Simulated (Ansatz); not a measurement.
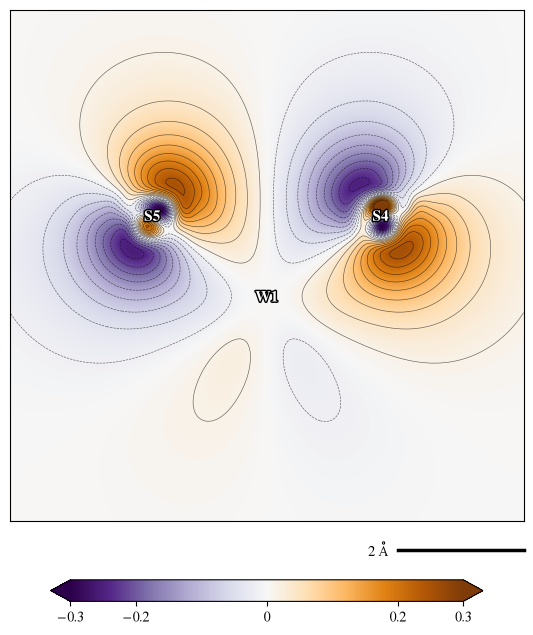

S4W (charge −2). The HOMO on the plane of atoms S4, W1 and S5 (values in Å⁻³ᐟ²; the overall sign is arbitrary).

Geometry: PBE0-D4/def2-SVPD; core potentials replace the inner electrons of W; the highest occupied orbital lies above zero, a sign that basis and functional describe the outermost electron poorly.

These are results of Ansatz 0.2.0, RKS PBE0-D4/def2-TZVPD, not measurements.

Input

```
crystal:
  periodic: [false, false, false]
  atoms:
    - {symbol: W, position_ang: [0.000053, -0.000011, -0.000024]}
    - {symbol: S, position_ang: [0.010446, -0.017539, 2.218381]}
    - {symbol: S, position_ang: [2.088190, 0.010292, -0.749602]}
    - {symbol: S, position_ang: [-1.053435, 1.815219, -0.719701]}
    - {symbol: S, position_ang: [-1.045255, -1.807962, -0.749043]}
basis:
  gaussian: {orbitals: def2-TZVPD, initial_orbitals: start.molden}
total_charge: -2
hamiltonian: {xc: pbe0, dispersion: d4}
scf: {omitted_lower_state_checks: [starts]}
output: {forces: true, orbitals: {seedname: orbitals}}
```

Run with:

```sh
ansatz run in.yaml --threads 2 --pin off --events-out ev --progress --plain --max-ram 4352MiB
```

Question: Where does this orbital lie, and at what energy?

Answer: By Hirshfeld shares it lies mainly on S2 (about 35 %), S4 (about 35 %), S5 (about 20 %) and S3 (about 5 %); largely a combination of lone pairs on S2, S4, S5 and S3. It is one of a degenerate set, so its orientation is arbitrary. Its energy is 1.80 eV.
